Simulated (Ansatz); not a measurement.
# BH4N2Si (SMILES B1[NH+]=[Si-][NH2+]1) (charge +1): what the fields show

```yaml
atoms:
  - { symbol: B, position_ang: [-0.9918, -1.5223, 1.4179] }
  - { symbol: N, position_ang: [-2.0951, -1.3828, 0.5569] }
  - { symbol: N, position_ang: [0.1590, -1.0387, 0.5199] }
  - { symbol: Si, position_ang: [-1.2996, -0.5258, -0.7493] }
  - { symbol: H, position_ang: [-3.0683, -1.6063, 0.7543] }
  - { symbol: H, position_ang: [0.7786, -0.3228, 0.9170] }
  - { symbol: H, position_ang: [0.7803, -1.7918, 0.1997] }
  - { symbol: H, position_ang: [-0.9014, -1.8598, 2.5617] }
```

Geometry: PBE0-D3(BJ)/def2-SVP.

Theory: isolated molecule in a Gaussian basis; Kohn-Sham density functional theory, functional PBE0 (Ansatz).

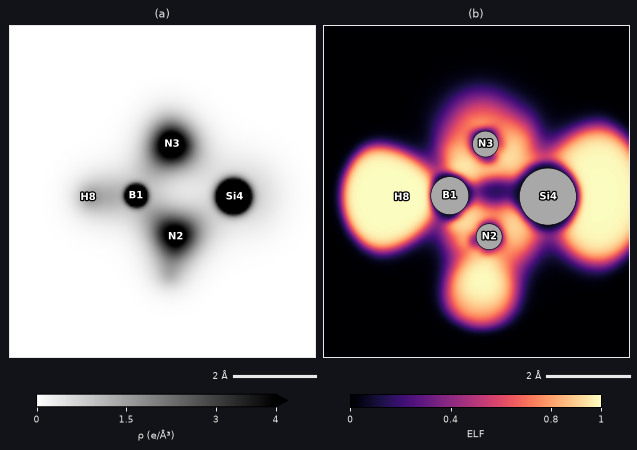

Figure 1. (a) total electron density; (b) ELF on the plane of atoms B1, N3 and Si4. Grey discs cover the atomic cores in the ELF map.

### What do the fields say about this system?

The section cuts through B, N, Si and H sites.
B–N (1.41 Å): ρ at the midpoint is about 2 e/Å³; the ELF peaks at about 0.90 between the atoms; a short, strongly polar bond.
Si–N (1.75 Å): the density is about 1.1 e/Å³ at the midpoint; the ELF peaks at about 0.90 between the atoms, as expected for a shared but strongly polarised pair.
B–N (1.54 Å): the density is about 1.5 e/Å³ at the midpoint; the ELF peaks at about 0.95 between the atoms; a shared but strongly polarised pair.
Si–N (2.00 Å): ρ is about 0.67 e/Å³ halfway; the ELF peaks at about 0.90 between the atoms (a polar covalent bond).
B–H (1.20 Å): ρ at the midpoint is about 1.4 e/Å³; the ELF climbs to about 1 towards the hydrogen, as it does in any bond to H; an ordinary covalent bond to hydrogen.
The ELF also peaks beside Si4, away from the bonds: lone-pair regions.

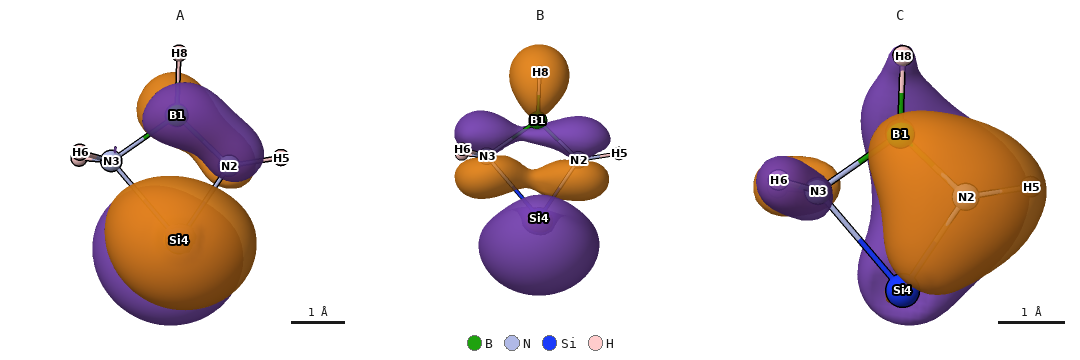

Figure 2. Three frontier orbitals at ±0.1 Å⁻³ᐟ² (orange and purple are the two phases), in no order.

### Which picture is the HOMO−1, the HOMO and the LUMO?

C is the HOMO−1 (−15.00 eV). By Hirshfeld shares it lies mainly on N2 (about 60 %), B1 (about 15 %) and Si4 (about 15 %). B is the HOMO (−12.89 eV). By Hirshfeld shares it lies mainly on Si4 (about 60 %), N3 (about 15 %) and N2 (about 10 %). A is the LUMO (−7.60 eV). Its weight (Hirshfeld) is mainly on Si4 (about 75 %), B1 (about 10 %) and N2 (about 5 %).

### What is the HOMO–LUMO gap?

5.29 eV between the orbital energies.

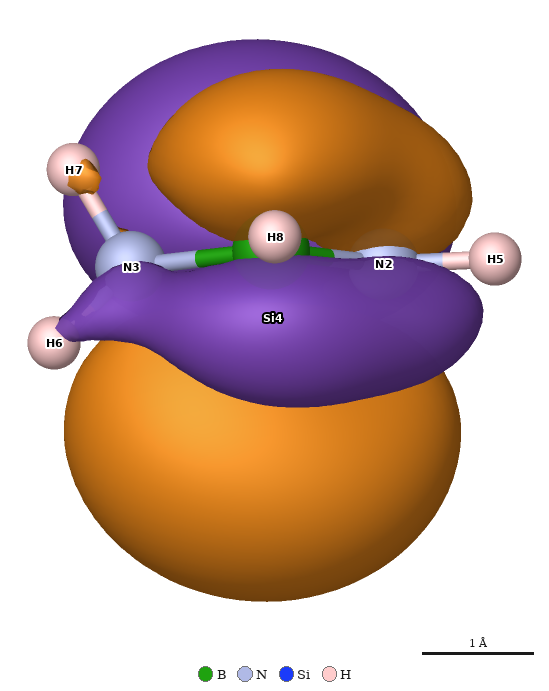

Figure 3. One frontier orbital at ±0.06 Å⁻³ᐟ² (orange and purple are the two phases), seen from one side.

### Which orbital is it: HOMO or LUMO?

The LUMO, at −7.60 eV. Its weight (Hirshfeld) is mainly on Si4 (about 75 %), B1 (about 10 %) and N2 (about 5 %).
